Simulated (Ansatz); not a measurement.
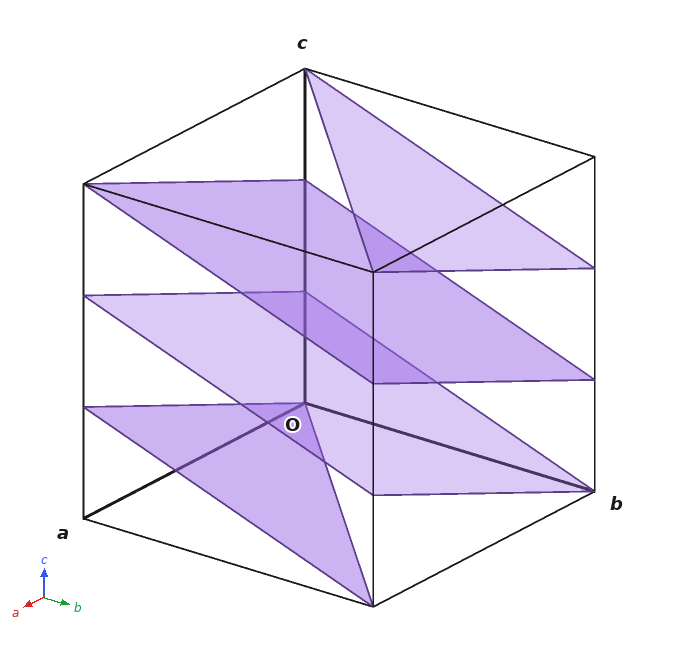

For MgO3, the geometry relaxed with DFT PBE, scalar-relativistic, plane waves, PAW in Ansatz 0.2.0; the starting structure was generated, so it need not be a known form of this composition: every member of one family of equally spaced planes, hx + ky + lz = a whole number, that cuts the unit cell is shaded (one member passes through the origin O). Geometry calculated from the standardised cell; symmetry tolerance 0.002 Å.

a = 4.170 Å, b = 4.170 Å, c = 4.170 Å, α = 90.00°, β = 90.00°, γ = 90.00°.

> Index the planes.

(1 −1 −3); the opposite sign names the same planes. The member next to the origin meets the axes a at 1, b at −1, c at −1/3.

> What is the spacing?

d = 1.257 Å.
